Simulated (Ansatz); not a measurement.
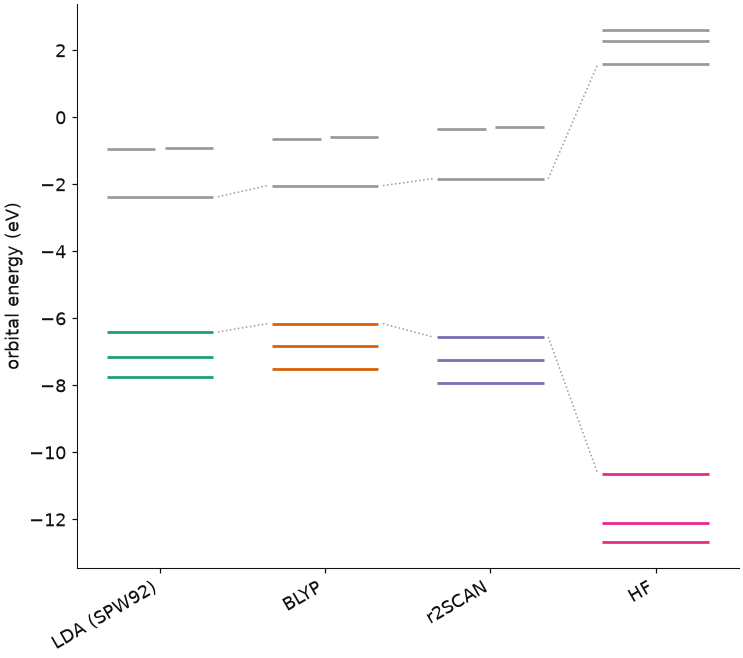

Frontier orbital energies of ZnSi₂NH₇O, SMILES [OH][Zn][N]([SiH3])[SiH3], singlet at one geometry, def2-TZVPP, the Ansatz code, at a PBE0-D4/def2-TZVP geometry (a minimum by its frequencies). Empty levels are grey, levels within 0.1 eV stand side by side; all columns show the same few orbitals around the gap. Dotted lines join the HOMOs and the LUMOs.

Question: Compare the HOMO-LUMO separations.

Answer: The separation grows from 4.03 eV (LDA (SPW92)) to 12.21 eV (HF).

```csv
level,HOMO (eV),LUMO (eV),separation (eV)
LDA (SPW92),−6.41,−2.37,4.03
BLYP,−6.16,−2.04,4.12
r2SCAN,−6.56,−1.83,4.72
HF,−10.63,1.58,12.21
```

Limits of at least one run: empty levels above zero depend strongly on the basis; no scalar relativity up to krypton; one conformer of a flexible molecule.
